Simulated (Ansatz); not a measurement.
# B4C: pressure series

Start from B₄C (space group Cm, No. 8; a = 8.743 Å, b = 5.580 Å, c = 5.028 Å, α = γ = 90.00°, β = 118.74°; a cell from a computed database, its experimental status unchecked).

Cell and atoms are relaxed at each pressure.

The values are results of Kohn–Sham DFT with the PBEsol functional, run in Ansatz (an electronic-structure program) with PAW and 420 eV plane waves, no spin-orbit coupling, not measurements.

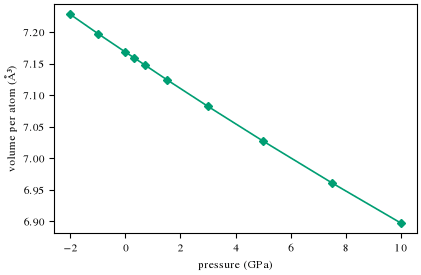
Fig. 1. Volume per atom against pressure

| pressure (GPa) | volume per atom |
|---|---|
| -2 | 7.23 Å³ |
| -1 | 7.20 Å³ |
| 0.3 | 7.16 Å³ |
| 0.7 | 7.15 Å³ |
| 1.5 | 7.12 Å³ |
| 3 | 7.08 Å³ |
| 5 | 7.03 Å³ |
| 7.5 | 6.96 Å³ |
| 10 | 6.90 Å³ |

Load acts through the strain it causes; cell and atoms are relaxed under it. Stability against distortions was not tested. No other phases were tried under pressure.
